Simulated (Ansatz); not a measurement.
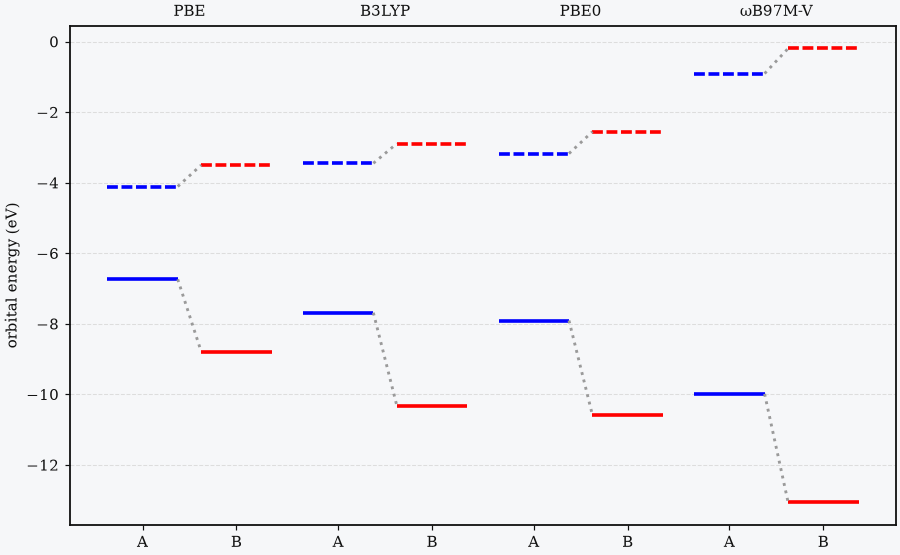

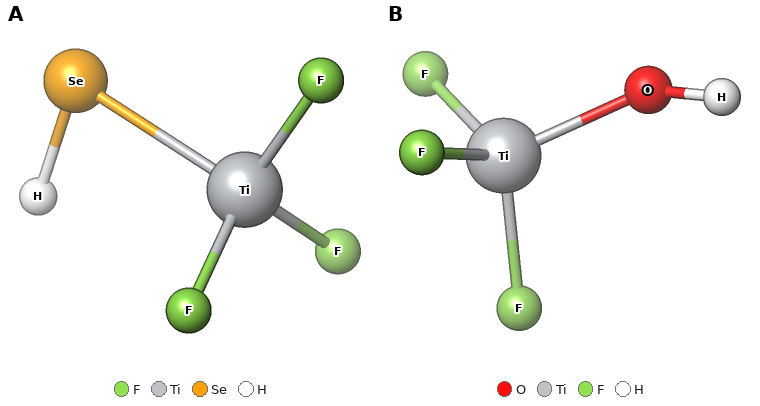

One change: A, TiHSeF₃ (SMILES [F][Ti]([F])([F])[SeH]), becomes B, TiHOF₃ (SMILES [OH][Ti]([F])([F])[F]). SeH on Ti is replaced by OH. HOMO (solid) and LUMO (dashed) computed in def2-TZVPP at PBE0-D4/def2-TZVP geometries, both minima by their frequencies, gas phase, the Ansatz code.

> What does the change do to HOMO and LUMO?

PBE: the HOMO falls by 2.05 eV, the LUMO rises by 0.61 eV, and the separation goes from 2.63 to 5.29 eV. B3LYP: the HOMO falls by 2.64 eV, the LUMO rises by 0.56 eV, and the separation goes from 4.24 to 7.43 eV. PBE0: the HOMO falls by 2.68 eV, the LUMO rises by 0.62 eV, and the separation goes from 4.73 to 8.04 eV. ωB97M-V: the HOMO falls by 3.07 eV, the LUMO rises by 0.71 eV, and the separation goes from 9.08 to 12.86 eV.

> Do the functionals agree on the effect?

They agree on the direction for both levels; the HOMO shift lies between −3.07 and −2.05 eV and the LUMO shift between 0.56 and 0.71 eV, while the separations themselves differ by up to 7.6 eV between functionals.
